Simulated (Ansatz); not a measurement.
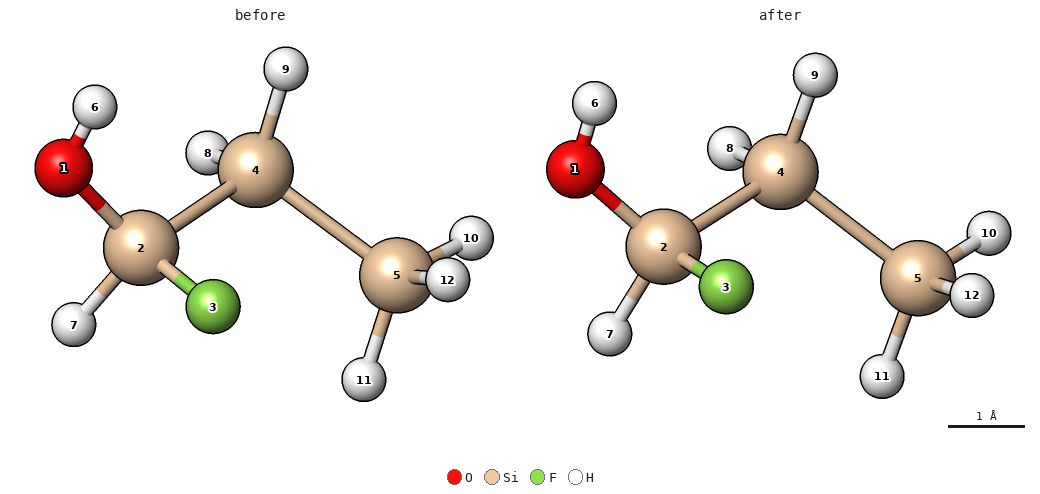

The structure of Si3H7OF before (left) and after (right) a relaxation, at one scale.

A ball-and-stick model, seen at a tilt.

The start comes from PBE-D4/def2-SVP.

Level of theory: Ansatz 0.2.0, RKS PBE0-D4/def2-TZVP. Set-up: force threshold 0.005 eV/Å; at most 150 steps.

Question: Summarise the run.

Answer: After 14 geometry steps the energy has fallen by 0.081 eV. Largest force component: 0.91 eV/Å at the start, 0.0048 eV/Å at the end. The largest move after the best rigid fit is that of F3, 0.39 Å. Largest moves by element: F 0.39 Å, H 0.36 Å, O 0.22 Å, Si 0.14 Å. Among the contacts that change: Si2–F3 1.648 → 1.604 Å, O1–Si2 1.671 → 1.636 Å, Si5–H12 1.504 → 1.486 Å, Si4–H8 1.507 → 1.490 Å. Bond angles that change, for instance: Si2–Si4–Si5 107.2° → 110.9°, Si2–O1–H6 115.6° → 118.6°, F3–Si2–Si4 104.2° → 106.4°.
